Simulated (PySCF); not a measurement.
**C$_{2}$HCl$_{3}$N, doublet, SMILES `[N]=CC(Cl)(Cl)Cl`: what the electrons do**

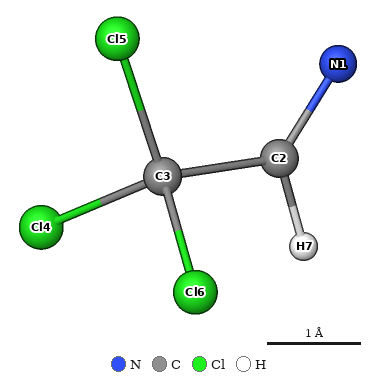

The molecule, with its atoms numbered as below. No frequency check shows the geometry to be a minimum.

Coordinates in Å:

```
N1       2.1138   -0.0005   -1.3057
C2       0.9018   -0.0005   -1.2981
C3      -0.0208   -0.0001   -0.0665
Cl4     -1.0394    1.4538   -0.1486
Cl5      0.8824   -0.0010    1.4473
Cl6     -1.0414   -1.4524   -0.1494
H7       0.2924   -0.0005   -2.2112
```

Part 1: Bonding charge

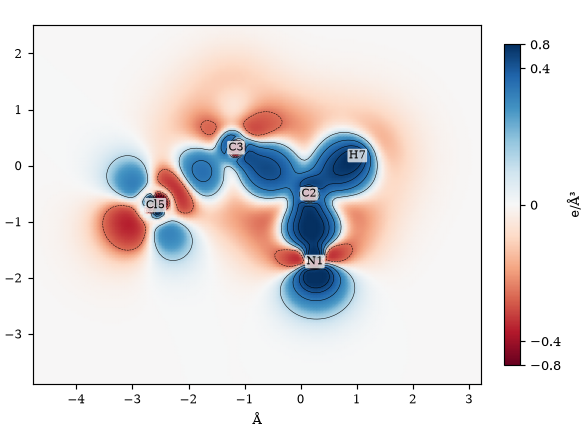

Deformation density (molecule less spherical, spin-averaged free atoms) in the plane of N1, C2, C3, Cl5 and H7; colour scale in e/Å³, logarithmic beyond ±0.1; blue: gain, red: loss.

Level of theory: B3LYP/6-311G** (PySCF), at a geometry from GFN2-xTB. The stability of the open-shell solution wasn't checked. GFN2-xTB doesn't know the spin state, so this open-shell geometry is rough.

> Describe the bonding that the map shows.

N1–C2: +0.81 e/Å³ at the bond critical point (bond length 1.21 Å, Mayer order 2.1). C2–H7: +0.70 e/Å³ at the bond critical point (bond length 1.10 Å, Mayer order 0.9). C2–C3: +0.47 e/Å³ at the bond critical point (bond length 1.54 Å, Mayer order 0.8). C3–Cl5: +0.25 e/Å³ at the bond critical point (bond length 1.76 Å, Mayer order 1.1). In all, 1.8 electrons gather in the regions of gain relative to the promolecule.

> Where do the Hirshfeld charges lie?

The highest Hirshfeld charge is on C3 (+0.09 e), the lowest on N1 (−0.11 e).

```csv
atom,charge (e)
N1,−0.11
C2,+0.01
C3,+0.09
Cl4,−0.02
Cl5,−0.02
Cl6,−0.02
H7,+0.07
```

Part 2: Bond critical points

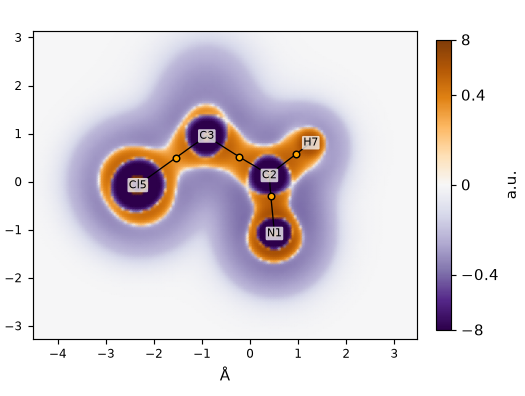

Negative Laplacian of the density (−∇²ρ) in the plane of N1, C2, C3, Cl5 and H7 (orange positive, purple negative, colour scale in a.u., logarithmic beyond ±0.04), with bond paths and bond critical points (dots).

> At which bond critical points in this plane is charge locally concentrated, and at which depleted?

Concentrated (∇²ρ < 0): N1–C2 (−0.71 a.u.); C2–H7 (−0.91 a.u.); C2–C3 (−0.53 a.u.); C3–Cl5 (−0.25 a.u.). At none is it depleted.

> Where along C2–H7 does the critical point lie?

0.72 Å from C2 and 0.38 Å from H7.

Part 3: Electrostatic potential

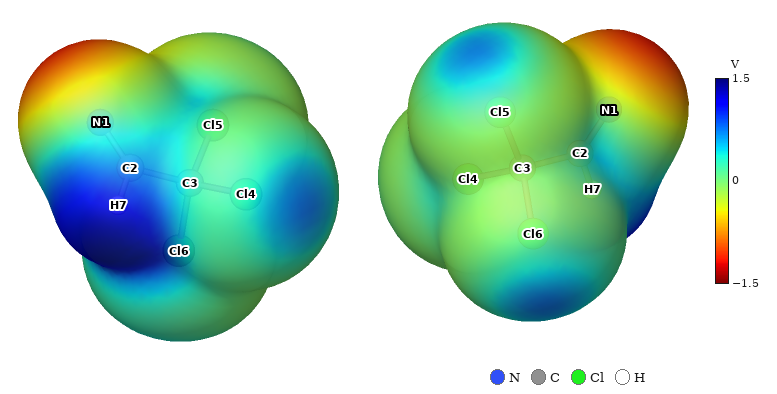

Electrostatic potential on the surface of electron density 0.001 a.u. (back view left, front view right).

> Where are the extremes of the potential on the surface?

Highest: 1.41 V, 1.3 Å from H7. Further maxima include 0.84 V, 1.9 Å from Cl6, and at like points elsewhere; 0.72 V, 1.9 Å from Cl5. Lowest: −1.13 V, 1.9 Å from N1. The surface is sampled at points, so like sites can differ by a few per cent and only the strongest of them is named.

> Does Cl6 carry a σ-hole?

Yes: a local maximum of +0.84 V lies on the extension of the C3–Cl6 bond.

> What volume does the surface enclose, and what is the dipole moment?

About 138 Å³; the dipole moment is 1.6 D.

Part 4: Spin density

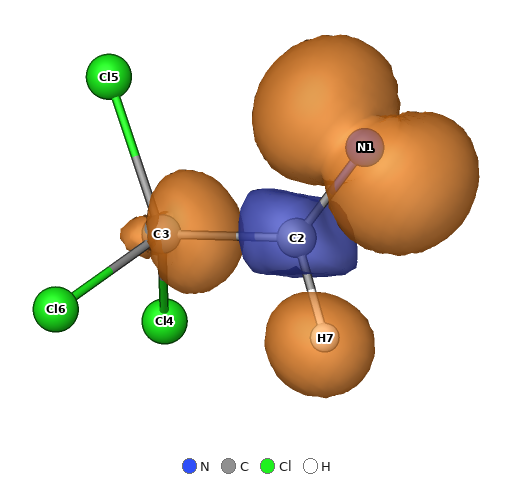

Spin density ρα − ρβ at ±0.03 e/Å³ (orange: excess α, blue: excess β).

> Where is the unpaired spin?

Hirshfeld spin populations: N1 +0.79, C3 +0.08 and H7 +0.07. ⟨S²⟩ = 0.76, against 0.75 for a pure state. The picture also shows regions of β spin from spin polarisation; the Hirshfeld sums, whose atoms overlap, net them against the α spin of neighbours.

Part 5: In an electric field

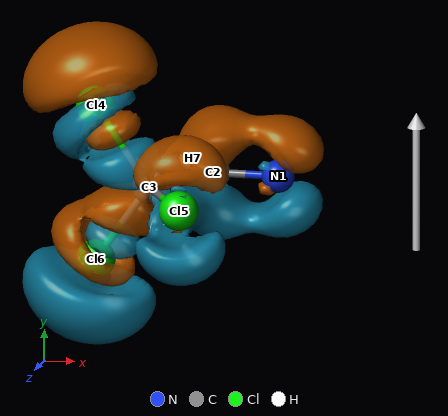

Change of the electron density in a uniform field of 0.51 V/Å along +y (arrow), surfaces at ±0.003 e/Å³ (light blue: gain, orange: loss).

PySCF calculation, ωB97X/6-31+G*, gas phase; geometry: GFN2-xTB. The basis has diffuse s and p functions alone, which still leaves polarisabilities too small, most of all across bonds. The stability of the open-shell solution wasn't checked. GFN2-xTB doesn't know the spin state, so this open-shell geometry is rough.

The field was applied in both directions; the picture shows the one opposite to the script's first.

> What dipole is induced, and what polarisability does it imply?

The induced dipole is 1.54 D (along the field); α along this axis, from the fields in both directions, is 61 bohr³ (9.0 Å³).

Part 6: Removing or adding an electron

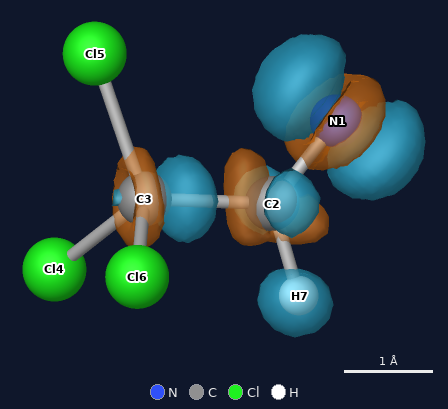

Fukui function f⁻ = ρ(N) − ρ(N−1) at fixed geometry, surfaces at ±0.08 e/Å³ (light blue positive, orange negative).

PySCF calculation, HF/def2-SVPD, gas phase; geometry: GFN2-xTB. GFN2-xTB doesn't know the spin state, so this open-shell geometry is rough.

> Which atoms respond most to the removal of an electron?

f⁻ (Hirshfeld-condensed) is largest on N1 (0.39); the vertical ionisation energy is 10.73 eV (to the singlet cation, which needn't be its lowest state). Condensed values hint at sites of electrophilic attack but needn't mark the atom that reacts. Orbital relaxation makes it negative in places (0.44 e in all).
